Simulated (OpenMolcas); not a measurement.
# doublet [Si2H2OF2]+: levels of theory compared

Aim: a comparison of 6 runs (UHF/3-21G, UHF/def2-SVP, UB3LYP/6-31G*, U-revPBE/def2-SVP, UM06-L/def2-SVP, ROCCSD(T)/def2-SVP) of doublet [Si2H2OF2]+. 

Program for the calculation: OpenMolcas 26.06.

## 1. Starting point

[Si2H2OF2]+: 7 atoms, total charge +1, spin state doublet. As SMILES of the parent species, `F[Si]1(F)O[SiH2]1`. Geometry: relaxed at PBE0-D4/def2-TZVP. That shape belongs to the parent species and isn't relaxed for this state.

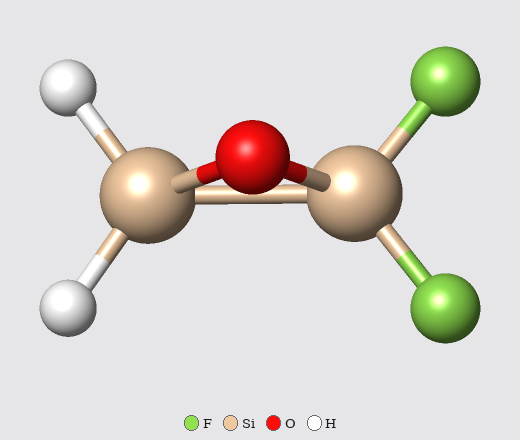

The structure, seen from a chosen angle (fluorine green, silicon light orange, oxygen red, hydrogen white).

## 2. The energy at UHF/3-21G (run 1)

Contents of test.inp:

```
* F2H2OSi2 Hartree-Fock

&GATEWAY
 BasLib
 $CurrDir
 BasisSet
 F.3-21G....
 F1 0.424200 -1.612100 1.693800 angstrom
 F3 -0.194200 -2.288000 -0.639100 angstrom
 End of Basis
 BasisSet
 Si.3-21G....
 Si2 0.037900 -1.026000 0.280100 angstrom
 Si5 -0.304800 1.058600 -0.232800 angstrom
 End of Basis
 BasisSet
 O.3-21G....
 O4 1.103500 0.077900 -0.322100 angstrom
 End of Basis
 BasisSet
 H.3-21G....
 H6 -0.202300 2.188800 0.720000 angstrom
 H7 -0.802800 1.532800 -1.545500 angstrom
 End of Basis

&SEWARD

&SCF
 UHF
 Charge
 1
 Spin
 2
 Thresholds
 1e-10 1e-07 1e-07 1e-05
 PrOrbitals
 1 2
```

The basis set 3-21G is read from a file made from the Basis Set Exchange's data (not shown).

On the command line:

```
$ export MOLCAS_MEM=1860
$ pymolcas test.inp > test.log
```

Log:

```text
--- Start Module: gateway ---
[...]
--- Stop Module: gateway /rc=_RC_ALL_IS_WELL_ ---
--- Start Module: seward ---
[...]
      Basis functions           57
--- Stop Module: seward /rc=_RC_ALL_IS_WELL_ ---
[...]
--- Start Module: scf ---
[...]
       Convergence after  23 Iterations
[...]
::    Total SCF energy                               -847.9828057642
[...]
      Total spin, S                                     0.5088446089
[...]
      Total electronic charge=   55.000000
      Total            charge=    1.000000
[...]
      Dipole Moment (debye):
      Origin of the operator (angstrom)=    0.1209   -0.6090    0.1373
                   X= -3.2145E+00               Y=  6.1528E+00               Z= -9.3011E-01           Total=  7.0039E+00
      Center of Charge (angstrom)
[...]
--- Stop Module: scf /rc=_RC_ALL_IS_WELL_ ---
[...]
```

Run time: 4.2 s. Hardware: 1 thread of AMD EPYC 7R43 (Zen 3), shared host; peak memory 0.39 GiB.

## 3. A single-point energy at UHF/def2-SVP (run 2)

Contents of mol.input:

```
* F2H2OSi2 Hartree-Fock
>>> EXPORT MOLCAS_PRINT=2
&GATEWAY
BasLib = $CurrDir
Coord
7
bohr
F      0.80162182    -3.04642749     3.20081811
Si     0.07162062    -1.93885900     0.52931229
F     -0.36698481    -4.32369337    -1.20772397
O      2.08531278     0.14720967    -0.60868078
Si    -0.57598852     2.00046408    -0.43992824
H     -0.38229160     4.13623254     1.36060281
H     -1.51707213     2.89657220    -2.92057173
Basis = def2-SVP
Group = NoSym
&SEWARD
&SCF
UHF
Charge = 1
Spin = 2
Thresholds = 1e-10 1e-07 1e-07 1e-05
PrOrbitals = 1
```

The basis set def2-SVP is read from a file made from the Basis Set Exchange's data (not shown).

On the command line:

```
$ export MOLCAS_MEM=1860
$ pymolcas mol.input > mol.log
```

Log:

```text
--- Start Module: gateway ---
[...]
--- Stop Module: gateway /rc=_RC_ALL_IS_WELL_ ---
--- Start Module: seward ---
[...]
      Basis functions           88
--- Stop Module: seward /rc=_RC_ALL_IS_WELL_ ---
[...]
--- Start Module: scf ---
[...]
       Convergence after  22 Iterations
[...]
::    Total SCF energy                               -852.1511333879
[...]
      Total spin, S                                     0.5099418413
[...]
      Total electronic charge=   55.000000
      Total            charge=    1.000000
[...]
      Dipole Moment (debye):
      Origin of the operator (angstrom)=    0.1209   -0.6090    0.1373
                   X= -3.3948E+00               Y=  5.8581E+00               Z= -7.9688E-01           Total=  6.8174E+00
      Center of Charge (angstrom)
[...]
--- Stop Module: scf /rc=_RC_ALL_IS_WELL_ ---
[...]
```

Run time: 21 s. Hardware: 1 thread of AMD EPYC 7R43 (Zen 3), shared host; peak memory 0.47 GiB.

## 4. A single-point energy at UB3LYP/6-31G(d) (Cartesian functions) (run 3)

Contents of mol.xyz:

```xyz
7

F      0.424200    -1.612100     1.693800
Si     0.037900    -1.026000     0.280100
F     -0.194200    -2.288000    -0.639100
O      1.103500     0.077900    -0.322100
Si    -0.304800     1.058600    -0.232800
H     -0.202300     2.188800     0.720000
H     -0.802800     1.532800    -1.545500
```

Contents of test.inp:

```
&GATEWAY
BasLib=$CurrDir
Coord=mol.xyz
Basis=6-31Gs
Group=NoSym
&SEWARD
GridInput
Grid=UltraFine
End of Grid
&SCF
UHF
Charge=1
Spin=2
KSDFT=B3LYP
Thresholds=1e-10 1e-07 1e-07 1e-05
PrOrbitals=1 2
```

The basis set 6-31G* is read from a file made from the Basis Set Exchange's data (not shown).

On the command line:

```
$ export MOLCAS_MEM=1860
$ pymolcas test.inp > test.log
```

Log:

```text
--- Start Module: gateway ---
[...]
--- Stop Module: gateway /rc=_RC_ALL_IS_WELL_ ---
--- Start Module: seward ---
[...]
      Basis functions           87
--- Stop Module: seward /rc=_RC_ALL_IS_WELL_ ---
[...]
--- Start Module: scf ---
[...]
       Convergence after  22 Iterations
[...]
::    Total KS-DFT energy                            -854.8713818590
[...]
      Total spin, S                                     0.5013254478
[...]
      Total electronic charge=   55.000000
      Total            charge=    1.000000
[...]
      Dipole Moment (debye):
      Origin of the operator (angstrom)=    0.1209   -0.6090    0.1373
                   X= -2.9288E+00               Y=  5.1488E+00               Z= -7.1494E-01           Total=  5.9665E+00
      Center of Charge (angstrom)
[...]
--- Stop Module: scf /rc=_RC_ALL_IS_WELL_ ---
[...]
```

Run time: 44 s. Hardware: 1 thread of AMD EPYC 7R43 (Zen 3), shared host; peak memory 0.48 GiB.

Runs 4 to 5 aren't shown in full; the table further down has their settings and results.

## 5. A single-point energy at ROCCSD(T)/def2-SVP (run 6)

Contents of mol.input:

```
* F2H2OSi2 CCSD(T)

&GATEWAY
 BASLIB
 $CurrDir
 COORD
 7
 bohr
 F      0.80162182    -3.04642749     3.20081811
 Si     0.07162062    -1.93885900     0.52931229
 F     -0.36698481    -4.32369337    -1.20772397
 O      2.08531278     0.14720967    -0.60868078
 Si    -0.57598852     2.00046408    -0.43992824
 H     -0.38229160     4.13623254     1.36060281
 H     -1.51707213     2.89657220    -2.92057173
 BASIS
 def2-SVP
 GROUP
 NoSym

&SEWARD

&SCF
 UHF
 CHARGE
 1
 SPIN
 2
 THRESHOLDS
 1e-10 1e-07 1e-07 1e-05
 PRORBITALS
 1

&RASSCF
 FILEORB
 $Project.UnaOrb
 SPIN
 2
 NACTEL
 1 0 0
 INACTIVE
 27
 RAS2
 1
 OUTORBITALS
 Canonical
 ORBLISTING
 Nothing

&MOTRA
 JOBIPH
 FROZEN
 13

&CCSDT
 CCT
 TRIPLES
 3
 ITERATIONS
 80
 ACCURACY
 1e-08
 EXTRAPOLATION
 5 4
```

The basis set def2-SVP is read from a file made from the Basis Set Exchange's data (not shown).

On the command line:

```
$ export MOLCAS_MEM=1860
$ pymolcas mol.input > mol.log
```

Log:

```text
--- Start Module: gateway ---
[...]
--- Stop Module: gateway /rc=_RC_ALL_IS_WELL_ ---
[...]
      Basis functions           88
[...]
       Convergence after  22 Iterations
[...]
::    Total SCF energy                               -852.1511333879
[...]
      Total spin, S                                     0.5099418413
[...]
      Number of active orbitals                  1
[...]
      Spin quantum number                      0.5
[...]
      Active orbitals                            1
[...]
      Number of CSFs                             1
[...]
      Number of root(s) required                 1
[...]
      Convergence after 12 iterations
[...]
      printout of CI-coefficients larger than  0.05 for root  1
      energy=    -852.144830
      conf/sym  1     Coeff  Weight
             1  u   1.00000 1.00000
      Natural orbitals and occupation numbers for root  1
      sym 1:   1.000000
      ************************************************************************************************************************
      *                                                    Final results                                                     *
[...]
::    RASSCF root number  1 Total energy:   -852.14482969
[...]
      Total electronic charge=   55.000000
      Total            charge=    1.000000
[...]
      Dipole Moment (debye):
      Origin of the operator (angstrom)=    0.1209   -0.6090    0.1373
                   X= -3.6838E+00               Y=  5.8652E+00               Z= -7.2236E-01           Total=  6.9636E+00
      Center of Charge (angstrom)
[...]
--- Start Module: motra ---
[...]
      *** WARNING: Default frozen orbitals is overwritten by user input.
      *** Default values:   7
[...]
--- Stop Module: motra /rc=_RC_ALL_IS_WELL_ ---
[...]
--- Start Module: ccsdt ---
[...]
      Convergence after                    19  Iterations
      Total energy (diff) :    -852.89315603      -0.00000001
[...]
 METHOD                       : CCSD+T(CCSD)+<T3(1)WT1>+<T3(1)UT2> = CCSD(T)
[...]
       CCSD     =      -852.8931560255967
[...]
--- Stop Module: ccsdt /rc=_RC_ALL_IS_WELL_ ---
[...]
```

Run time: 2.1 min. Hardware: 1 thread of AMD EPYC 7R43 (Zen 3), shared host; peak memory 0.48 GiB.

## 6. The series

```csv
run,level,Cartesian functions,integration grid,energy (Eh),HOMO energy (eV),LUMO energy (eV),⟨S²⟩,wall time
1,UHF/3-21G,no,–,-847.982806,-18.70,-8.05,0.768,4.2 s
2,UHF/def2-SVP,no,–,-852.151133,-19.36,-8.24,0.770,21 s
3,UB3LYP/6-31G* (Cartesian functions),yes,UltraFine,-854.871382,-15.26,-12.36,0.753,44 s
4,U-revPBE/def2-SVP,no,UltraFine,-854.256502,-14.12,-12.85,0.752,52 s
5,UM06-L/def2-SVP,no,UltraFine,-854.430162,-14.58,-13.04,0.753,63 s
6,ROCCSD(T)/def2-SVP,no,–,-852.911031,–,–,–,2.1 min
```

## 7. Summary of results

```
             quantity          value
  run 6: total energy  -852.91103 Eh
run 6: (T) correction     -17.88 mEh
```

In words: Totals of different functionals can't be ranked against each other. All runs together took 5.2 min, the longest 2.1 min.
